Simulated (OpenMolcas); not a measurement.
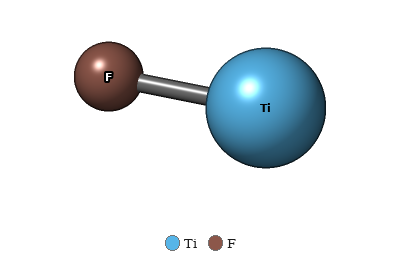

The molecule at the reference distance of 1.762 Å.

## Run report: TiF⁺, relativistic diatomic calculation (part 1 of 2)

System: TiF⁺.
Method: SA-CASSCF(8,9)/XMS-CASPT2 + RASSI spin-orbit (X2C scalar, AMFI), ANO-RCC-VTZP (OpenMolcas).

## Input file
```
&GATEWAY
Coord
2
angstrom
Ti 0.0 0.0 0.0
F 0.0 0.0 1.7620
Basis=ANO-RCC-VTZP
Group=XY
RX2C
AMFI
ANGMom
0.0 0.0 0.0
RICD
&SEWARD
&GUESSORB
&RASSCF
FileOrb=$CurrDir/o71.orb
Symmetry=1
Spin=7
nActEl=8 0 0
Inactive=7 4
RAS2=5 4
CIRoot=10 10 1
Linear
Iterations=120 100
OrbListing=Nothing
PRWF=0.15
>>COPY $Project.RasOrb $CurrDir/o71.orb
>>COPY $Project.rasscf.h5 $CurrDir/r71.h5
&CASPT2
XMultistate=all
Imaginary=0.2
IPEA=0.25
MaxIter=40
>>COPY $Project.JobMix JOB001
&RASSCF
FileOrb=$CurrDir/o72.orb
Symmetry=2
Spin=7
nActEl=8 0 0
Inactive=7 4
RAS2=5 4
CIRoot=10 10 1
Linear
Iterations=120 100
OrbListing=Nothing
PRWF=0.15
>>COPY $Project.RasOrb $CurrDir/o72.orb
>>COPY $Project.rasscf.h5 $CurrDir/r72.h5
&CASPT2
XMultistate=all
Imaginary=0.2
IPEA=0.25
MaxIter=40
>>COPY $Project.JobMix JOB002
&RASSI
Nr of JobIphs=2 10 10
1 2 3 4 5 6 7 8 9 10
1 2 3 4 5 6 7 8 9 10
SpinOrbit
EJob
Omega
MEES
MESO
Properties=4
'AngMom' 3 'Mltpl  1' 1 'Mltpl  1' 2 'Mltpl  1' 3
Thrs=1.0d-4
>>COPY $Project.rassi.h5 $CurrDir/so.h5
```

The first orbital files come from an earlier step.

Command:
```bash
pymolcas m.inp (one call a module block, same work directory)
```

## The program's output (extracts)
```
++    Wave function specifications:
      Number of closed shell electrons          22
      Number of electrons in active shells       8
      Number of inactive orbitals               11
      Number of active orbitals                  9
      Number of secondary orbitals              69
      Spin quantum number                      3.0
      State symmetry                             1
++    Orbital specifications:
      Symmetry species                           1   2
                                                 a   b
      Frozen orbitals                            0   0
      Inactive orbitals                          7   4
      Active orbitals                            5   4
      RAS2 orbitals                              5   4
      Secondary orbitals                        35  34
      Number of basis functions                 47  42
      printout of CI-coefficients larger than  0.15 for root  1
      energy=    -951.478424
      conf/sym  11111 2222     Coeff  Weight
            48  20u0u uuuu   0.99726 0.99453
      printout of CI-coefficients larger than  0.15 for root  2
      energy=    -951.478424
      conf/sym  11111 2222     Coeff  Weight
            54  200uu uuuu   0.99726 0.99453
      printout of CI-coefficients larger than  0.15 for root  3
      energy=    -951.449741
      conf/sym  11111 2222     Coeff  Weight
            93  uuu0u u2u0   0.25042 0.06271
            95  uuu0u 2u0u   0.25042 0.06271
           108  uu0uu 2uu0   0.25042 0.06271
           112  uu0uu u20u  -0.25042 0.06271
           124  u0uuu 2uu0   0.57823 0.33435
           125  u0uuu u2u0  -0.18299 0.03348
           127  u0uuu 2u0u   0.18299 0.03348
           128  u0uuu u20u   0.57823 0.33435
      printout of CI-coefficients larger than  0.15 for root  4
      energy=    -951.446755
      conf/sym  11111 2222     Coeff  Weight
            92  uuu0u 2uu0   0.36037 0.12987
            96  uuu0u u20u   0.36037 0.12987
           109  uu0uu u2u0   0.17546 0.03079
           111  uu0uu 2u0u  -0.17546 0.03079
           125  u0uuu u2u0   0.55211 0.30482
           127  u0uuu 2u0u   0.55211 0.30482
      printout of CI-coefficients larger than  0.15 for root  5
      energy=    -951.446755
      conf/sym  11111 2222     Coeff  Weight
            93  uuu0u u2u0  -0.17546 0.03079
            95  uuu0u 2u0u   0.17546 0.03079
           108  uu0uu 2uu0   0.36037 0.12987
           112  uu0uu u20u   0.36037 0.12987
           124  u0uuu 2uu0   0.55211 0.30482
           128  u0uuu u20u  -0.55211 0.30482
      printout of CI-coefficients larger than  0.15 for root  6
      energy=    -951.443340
      conf/sym  11111 2222     Coeff  Weight
            92  uuu0u 2uu0   0.29223 0.08540
            96  uuu0u u20u  -0.29223 0.08540
           109  uu0uu u2u0  -0.29223 0.08540
           111  uu0uu 2u0u  -0.29223 0.08540
           124  u0uuu 2uu0  -0.16952 0.02874
           125  u0uuu u2u0  -0.53566 0.28694
           127  u0uuu 2u0u   0.53566 0.28694
           128  u0uuu u20u  -0.16952 0.02874
      printout of CI-coefficients larger than  0.15 for root  7
      energy=    -951.432636
      conf/sym  11111 2222     Coeff  Weight
            93  uuu0u u2u0  -0.46706 0.21814
            95  uuu0u 2u0u   0.46706 0.21814
           108  uu0uu 2uu0  -0.45874 0.21044
           112  uu0uu u20u  -0.45874 0.21044
           124  u0uuu 2uu0   0.15697 0.02464
           128  u0uuu u20u  -0.15697 0.02464
      printout of CI-coefficients larger than  0.15 for root  8
      energy=    -951.432636
      conf/sym  11111 2222     Coeff  Weight
            92  uuu0u 2uu0   0.45874 0.21044
            96  uuu0u u20u   0.45874 0.21044
           109  uu0uu u2u0  -0.46706 0.21814
           111  uu0uu 2u0u   0.46706 0.21814
           125  u0uuu u2u0  -0.15697 0.02464
           127  u0uuu 2u0u  -0.15697 0.02464
      printout of CI-coefficients larger than  0.15 for root  9
      energy=    -951.432567
      conf/sym  11111 2222     Coeff  Weight
            92  uuu0u 2uu0   0.49749 0.24749
            96  uuu0u u20u  -0.49749 0.24749
           109  uu0uu u2u0   0.49749 0.24749
           111  uu0uu 2u0u   0.49749 0.24749
      printout of CI-coefficients larger than  0.15 for root 10
      energy=    -951.432567
      conf/sym  11111 2222     Coeff  Weight
            93  uuu0u u2u0  -0.49749 0.24749
            95  uuu0u 2u0u  -0.49749 0.24749
           108  uu0uu 2uu0   0.49749 0.24749
           112  uu0uu u20u  -0.49749 0.24749
      Natural orbitals and occupation numbers for root  1
      sym 1:   1.994948   0.003429   0.999612   0.002018   0.999993
      sym 2:   1.002488   1.002488   0.997512   0.997512
      Natural orbitals and occupation numbers for root  2
      sym 1:   1.994948   0.003429   0.002018   0.999612   0.999993
      sym 2:   1.002488   1.002488   0.997512   0.997512
      Natural orbitals and occupation numbers for root  3
      sym 1:   1.000262   0.263585   0.868221   0.868221   0.999726
      sym 2:   1.499820   1.499820   0.500172   0.500172
      Natural orbitals and occupation numbers for root  4
      sym 1:   1.000128   0.355703   0.931218   0.713022   0.999944
      sym 2:   1.499879   1.499879   0.500113   0.500113
      Natural orbitals and occupation numbers for root  5
      sym 1:   1.000128   0.355703   0.713022   0.931218   0.999944
      sym 2:   1.499879   1.499879   0.500113   0.500113
      Natural orbitals and occupation numbers for root  6
      sym 1:   1.009556   0.368514   0.813730   0.813730   0.999998
      sym 2:   1.495155   1.495155   0.502081   0.502081
      Natural orbitals and occupation numbers for root  7
      sym 1:   1.003709   0.944653   0.532507   0.519245   0.999891
      sym 2:   1.498068   1.498070   0.501929   0.501929
      Natural orbitals and occupation numbers for root  8
      sym 1:   1.003709   0.944653   0.519245   0.532507   0.999891
      sym 2:   1.498068   1.498070   0.501929   0.501929
      Natural orbitals and occupation numbers for root  9
      sym 1:   1.000000   1.000000   0.500001   0.500001   0.999999
      sym 2:   1.499975   1.499973   0.500026   0.500026
      Natural orbitals and occupation numbers for root 10
      sym 1:   1.000000   1.000000   0.500001   0.500001   0.999999
      sym 2:   1.499975   1.499973   0.500026   0.500026
      RASSCF energy for state 10                   -951.43256744
::    RASSCF root number  1 Total energy:   -951.47842428
::    RASSCF root number  2 Total energy:   -951.47842428
::    RASSCF root number  3 Total energy:   -951.44974150
::    RASSCF root number  4 Total energy:   -951.44675526
::    RASSCF root number  5 Total energy:   -951.44675526
::    RASSCF root number  6 Total energy:   -951.44333965
::    RASSCF root number  7 Total energy:   -951.43263587
::    RASSCF root number  8 Total energy:   -951.43263587
::    RASSCF root number  9 Total energy:   -951.43256744
::    RASSCF root number 10 Total energy:   -951.43256744
      Von Neumann Entropy (Root   1) =  3.02951
++    Wave function specifications:
      Number of closed shell electrons           8
      Number of electrons in active shells       8
      Number of inactive orbitals                4
      Number of active orbitals                  9
      Number of secondary orbitals              69
      Spin quantum number                      3.0
      State symmetry                             1
      Number of CSFs                           155
      Number of CASSCF root(s) available        10
      CASPT2 state passed to geometry opt.      10
      A file JOBMIX will be created
      This is a MULTI-STATE CASSCF reference
      Number of CI roots used                   10
      These are:                                 1   2   3   4   5   6   7   8   9  10
      Off-diagonal elements of Heff are computed
  FINAL CASPT2 RESULT:
      Reference energy:        -951.4784242782
      E2 (Non-variational):      -0.4737996933
      Shift correction:          -0.0021467492
      E2 (Variational):          -0.4759464425
      Total energy:            -951.9543707206
      Reference weight:           0.90151
  FINAL CASPT2 RESULT:
      Reference energy:        -951.4784242781
      E2 (Non-variational):      -0.4737890431
      Shift correction:          -0.0021460738
      E2 (Variational):          -0.4759351169
      Total energy:            -951.9543593950
      Reference weight:           0.90152
  FINAL CASPT2 RESULT:
      Reference energy:        -951.4497414996
      E2 (Non-variational):      -0.4697012165
      Shift correction:          -0.0025148560
      E2 (Variational):          -0.4722160726
      Total energy:            -951.9219575722
      Reference weight:           0.90030
  FINAL CASPT2 RESULT:
      Reference energy:        -951.4467552608
      E2 (Non-variational):      -0.4684493194
      Shift correction:          -0.0025708164
      E2 (Variational):          -0.4710201358
      Total energy:            -951.9177753966
      Reference weight:           0.90062
  FINAL CASPT2 RESULT:
      Reference energy:        -951.4467552608
      E2 (Non-variational):      -0.4684863934
      Shift correction:          -0.0025735266
      E2 (Variational):          -0.4710599200
      Total energy:            -951.9178151808
      Reference weight:           0.90059
  FINAL CASPT2 RESULT:
      Reference energy:        -951.4433396547
      E2 (Non-variational):      -0.4674615150
      Shift correction:          -0.0026376369
      E2 (Variational):          -0.4700991520
      Total energy:            -951.9134388067
      Reference weight:           0.90077
  FINAL CASPT2 RESULT:
      Reference energy:        -951.4326358733
      E2 (Non-variational):      -0.4659170889
      Shift correction:          -0.0023415468
      E2 (Variational):          -0.4682586357
      Total energy:            -951.9008945090
      Reference weight:           0.90238
  FINAL CASPT2 RESULT:
      Reference energy:        -951.4326358733
      E2 (Non-variational):      -0.4659903491
      Shift correction:          -0.0023427164
      E2 (Variational):          -0.4683330655
      Total energy:            -951.9009689387
      Reference weight:           0.90235
  FINAL CASPT2 RESULT:
      Reference energy:        -951.4325674435
      E2 (Non-variational):      -0.4648646145
      Shift correction:          -0.0022942754
      E2 (Variational):          -0.4671588899
      Total energy:            -951.8997263334
      Reference weight:           0.90300
  FINAL CASPT2 RESULT:
      Reference energy:        -951.4325674435
      E2 (Non-variational):      -0.4648624871
      Shift correction:          -0.0022942672
      E2 (Variational):          -0.4671567542
      Total energy:            -951.8997241977
      Reference weight:           0.90300
       Total XMS-CASPT2 energies:
::    XMS-CASPT2 Root  1     Total energy:   -951.95446345
::    XMS-CASPT2 Root  2     Total energy:   -951.95445160
::    XMS-CASPT2 Root  3     Total energy:   -951.92195762
::    XMS-CASPT2 Root  4     Total energy:   -951.91771109
::    XMS-CASPT2 Root  5     Total energy:   -951.91769587
::    XMS-CASPT2 Root  6     Total energy:   -951.91343887
::    XMS-CASPT2 Root  7     Total energy:   -951.90094118
::    XMS-CASPT2 Root  8     Total energy:   -951.90092094
::    XMS-CASPT2 Root  9     Total energy:   -951.89972627
::    XMS-CASPT2 Root 10     Total energy:   -951.89972415
++    Wave function specifications:
      Number of closed shell electrons          22
      Number of electrons in active shells       8
      Number of inactive orbitals               11
      Number of active orbitals                  9
      Number of secondary orbitals              69
      Spin quantum number                      3.0
      State symmetry                             2
      printout of CI-coefficients larger than  0.15 for root  1
      energy=    -951.474915
      conf/sym  11111 2222     Coeff  Weight
           141  u0u0u 2uuu  -0.70410 0.49576
           150  u00uu u2uu   0.70410 0.49575
      printout of CI-coefficients larger than  0.15 for root  2
      energy=    -951.474915
      conf/sym  11111 2222     Coeff  Weight
           142  u0u0u u2uu   0.70410 0.49575
           149  u00uu 2uuu   0.70410 0.49576
      printout of CI-coefficients larger than  0.15 for root  3
      energy=    -951.474808
      conf/sym  11111 2222     Coeff  Weight
           141  u0u0u 2uuu   0.70625 0.49878
           150  u00uu u2uu   0.70625 0.49879
      printout of CI-coefficients larger than  0.15 for root  4
      energy=    -951.474808
      conf/sym  11111 2222     Coeff  Weight
           142  u0u0u u2uu   0.70625 0.49879
           149  u00uu 2uuu  -0.70625 0.49878
      printout of CI-coefficients larger than  0.15 for root  5
      energy=    -951.450803
      conf/sym  11111 2222     Coeff  Weight
            18  2uu0u uu0u   0.35406 0.12536
            29  2u0uu uuu0   0.35406 0.12536
            37  20uuu uuu0   0.86104 0.74138
      printout of CI-coefficients larger than  0.15 for root  6
      energy=    -951.450803
      conf/sym  11111 2222     Coeff  Weight
            17  2uu0u uuu0   0.35406 0.12536
            30  2u0uu uu0u  -0.35406 0.12536
            38  20uuu uu0u   0.86104 0.74138
      printout of CI-coefficients larger than  0.15 for root  7
      energy=    -951.432093
      conf/sym  11111 2222     Coeff  Weight
            17  2uu0u uuu0   0.70617 0.49867
            30  2u0uu uu0u   0.70617 0.49867
      printout of CI-coefficients larger than  0.15 for root  8
      energy=    -951.432093
      conf/sym  11111 2222     Coeff  Weight
            18  2uu0u uu0u   0.70617 0.49867
            29  2u0uu uuu0  -0.70617 0.49867
      printout of CI-coefficients larger than  0.15 for root  9
      energy=    -951.426656
      conf/sym  11111 2222     Coeff  Weight
            97  uuuuu 2u00  -0.63428 0.40232
           137  uu00u 2uuu  -0.77072 0.59401
      printout of CI-coefficients larger than  0.15 for root 10
      energy=    -951.426656
      conf/sym  11111 2222     Coeff  Weight
            98  uuuuu u200   0.63428 0.40232
           138  uu00u u2uu   0.77072 0.59401
      Natural orbitals and occupation numbers for root  1
      sym 1:   1.003797   0.000181   0.501768   0.501911   0.999994
      sym 2:   1.498027   1.498140   0.996257   0.999924
      Natural orbitals and occupation numbers for root  2
      sym 1:   1.003797   0.000181   0.501764   0.501915   0.999994
      sym 2:   1.498143   1.498024   0.999924   0.996257
      Natural orbitals and occupation numbers for root  3
      sym 1:   1.002372   0.002394   0.500001   0.500005   0.999996
      sym 2:   1.498796   1.498800   0.998818   0.998818
      Natural orbitals and occupation numbers for root  4
      sym 1:   1.002372   0.002394   0.500005   0.500001   0.999996
      sym 2:   1.498796   1.498800   0.998818   0.998818
      Natural orbitals and occupation numbers for root  5
      sym 1:   1.994397   0.130590   0.995735   0.870302   0.999930
      sym 2:   1.001260   1.004242   0.872558   0.130985
      Natural orbitals and occupation numbers for root  6
      sym 1:   1.994397   0.130590   0.995735   0.870302   0.999930
      sym 2:   1.004242   1.001260   0.130985   0.872558
      Natural orbitals and occupation numbers for root  7
      sym 1:   1.997437   0.997477   0.500006   0.500006   0.999998
      sym 2:   1.001264   1.001264   0.501274   0.501274
      Natural orbitals and occupation numbers for root  8
      sym 1:   1.997437   0.997477   0.500006   0.500006   0.999998
      sym 2:   1.001264   1.001264   0.501274   0.501274
      Natural orbitals and occupation numbers for root  9
      sym 1:   1.003383   0.998225   0.404974   0.405047   0.999930
      sym 2:   1.996485   1.000083   0.595048   0.596825
      Natural orbitals and occupation numbers for root 10
      sym 1:   1.003383   0.998225   0.404974   0.405047   0.999930
      sym SPIN-FREE ENERGIES:
  (Shifted by EMIN (a.u.) =       -951.9544634550)
 SF State       Relative EMIN(au)   Rel lowest level(eV)    D:o, cm**(-1)      Abs_M
     1             0.0000000000        0.0000000000              0.0000         2.0
     2             0.0000118502        0.0003224607              2.6008         2.0
    11             0.0071578084        0.1947738891           1570.9574         1.6
    12             0.0071578109        0.1947739575           1570.9579         1.6
    13             0.0072079268        0.1961376793           1581.9571         2.7
    14             0.0072079308        0.1961377899           1581.9580         2.7
    15             0.0290923455        0.7916430497           6385.0318         1.0
    16             0.0290923464        0.7916430745           6385.0320         1.0
     3             0.0325058337        0.8845287954           7134.2059         0.0
     4             0.0367523632        1.0000827505           8066.2114         2.0
     5             0.0367675860        1.0004969836           8069.5524         2.0
     6             0.0410245834        1.1163357840           9003.8553         0.0
    17             0.0531712398        1.4468631431          11669.7383         1.3
    18             0.0531712398        1.4468631431          11669.7383         1.3
     7             0.0535222760        1.4564153243          11746.7818         2.0
     8             0.0535425136        1.4569660171          11751.2234         2.0
    19             0.0536546980        1.4600187114          11775.8451         2.9
    20             0.0536546980        1.4600187114          11775.8451         2.9
     9             0.0547371890        1.4894747921          12013.4244         4.0
    10             0.0547393038        1.4895323377          12013.8885         4.0
```

(Continued in part 2.) Outcome of the run: converged.
